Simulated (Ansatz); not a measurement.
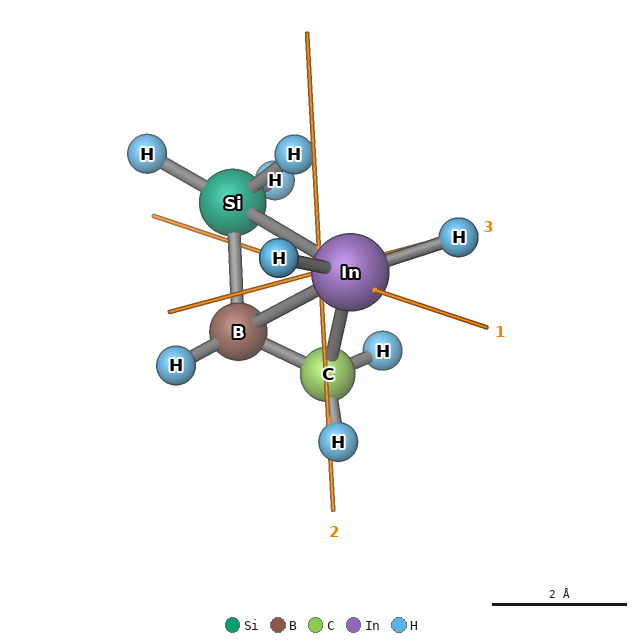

The three principal axes of inertia are drawn and numbered. Distant atoms are faded towards the background colour. The computed structure is the end point of a PBE0-D4/def2-TZVP optimisation. No frequency run is at hand to confirm it as a minimum. Masses are those of the most abundant isotopes; constants are for the rigid equilibrium geometry.

Question: Which line is the a axis (least moment of inertia), which b and which c?

Answer: a is line 1, b is line 2, c is line 3; the moments are 99.6, 280, 343 u Å².

Question: Classify the rotor and give the rotational constants (MHz).

Answer: An asymmetric top (C1): A = 5074, B = 1807, C = 1474 MHz. Ray's parameter κ is −0.81, nearer the prolate limit.
